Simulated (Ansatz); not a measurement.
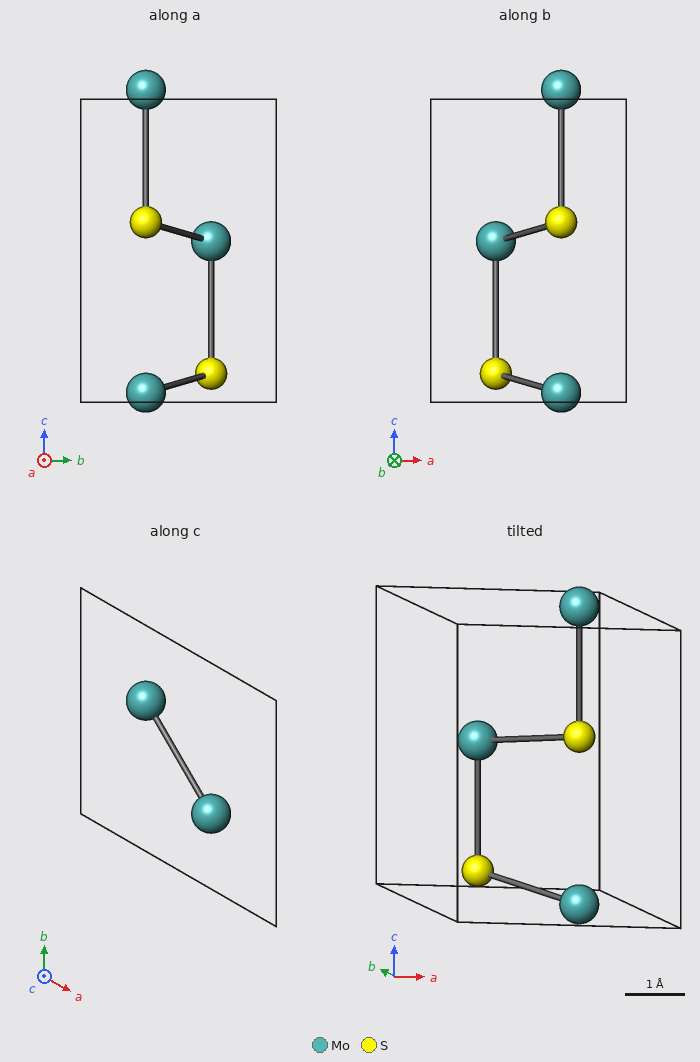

Structure drawing (ball-and-stick), viewed along the a axis, along the b axis, along the c axis and slightly off an axis. Atoms at the boundary of the conventional unit cell (the box) are drawn once for each face, edge or corner they touch.

Lattice parameters: a = 3.892 Å, b = 3.892 Å, c = 5.217 Å, α = 90.00°, β = 90.00°, γ = 120.00°.

Reconstruct the structure as a table of Wyckoff sites, with free fractional coordinates to two decimals.

Answer. Space group P6_3mc (No. 186).
```
atom  site       x       y     z
  Mo    2b  0.6667  0.3333  0.03
   S    2b  0.6667  0.3333  0.59
```

The cell started as a structure type filled with these elements by a generator (whether the compound takes this form wasn't checked). The cell was then strained or its atoms displaced on purpose. It was set up as input for a calculation with Ansatz.
